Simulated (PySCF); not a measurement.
SMILES c1cccc([SiH3])c1F (C6H7FSi) at its GFN2-xTB optimised geometry (Å):

```
15

F     -1.5916    -1.6801    -0.0005
C     -0.9548    -0.4831     0.0000
C     -1.7183     0.6675     0.0006
C     -1.0675     1.8895     0.0005
C      0.3168     1.9345     0.0000
C      1.0515     0.7615     0.0000
C      0.4320    -0.4831     0.0000
Si     1.3658    -2.1257    -0.0017
H     -2.7951     0.5991     0.0011
H     -1.6425     2.8032     0.0009
H      0.8241     2.8878    -0.0003
H      2.1309     0.8069    -0.0003
H      1.0258    -2.8556    -1.2229
H      0.9771    -2.8878     1.1844
H      2.7951    -1.8089     0.0314
```

Level of theory: PySCF 2.14.0 with B3LYP/def2-TZVP. Cells within 0.4 Å of a nucleus heavier than hydrogen are left out (blank, or x).

Map of the deformation density (molecule minus spherical neutral atoms) (e/bohr³) on the plane z = 0.0 Å:

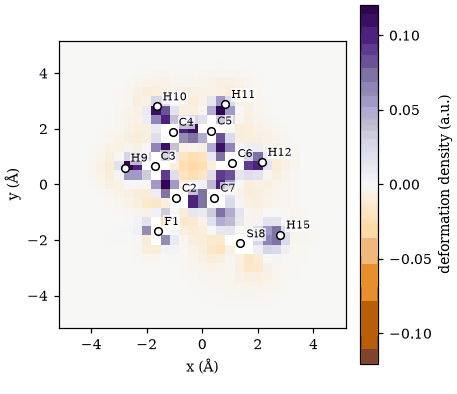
Figure: Deformation density (molecule minus spherical neutral atoms) (e/bohr³) on the plane z = 0.0 Å.
